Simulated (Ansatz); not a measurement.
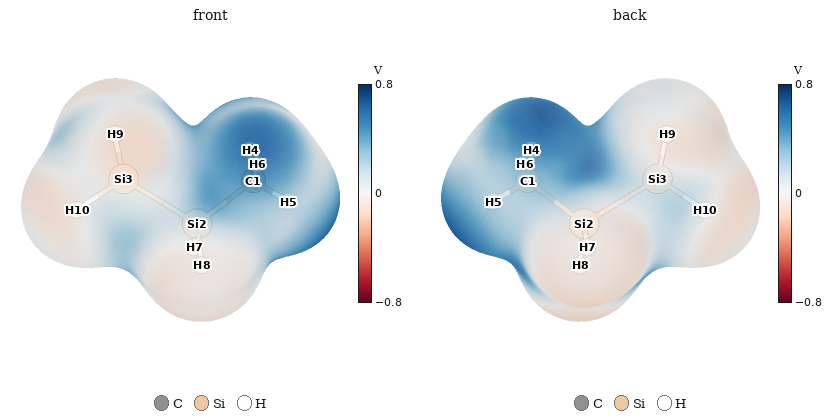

CH7Si2 (SMILES C[SiH2][SiH2]) (doublet). The electrostatic potential painted on the density surface at 0.001 e/bohr³, seen from the front and from behind; the colour scale runs from red (negative) to blue (positive).

Geometry: PBE0-D3(BJ)/def2-SVP.

All numbers below come from isolated molecule in a Gaussian basis; Kohn-Sham density functional theory, functional PBE0 (Ansatz 0.2.0).

```xyz
10

C    -0.5394    1.5562    0.7668
Si    0.5796    1.6721   -0.7439
Si    2.3695    0.1872   -0.5389
H    -0.9488    0.5399    0.8705
H    -1.3827    2.2582    0.6780
H     0.0178    1.7979    1.6842
H    -0.2075    1.3846   -1.9885
H     1.1481    3.0504   -0.8805
H     1.9723   -1.2419   -0.3298
H     3.4000    0.2719   -1.6209
```

Where is the surface potential most negative and most positive?

Answer. The most negative region (about −0.1 V) lies over H7, H8, H9 and H10, the most positive (about +0.7 V) over H4, H5 and H6.

What dipole moment does the calculation give?

Answer. Its dipole moment is 0.94 D.
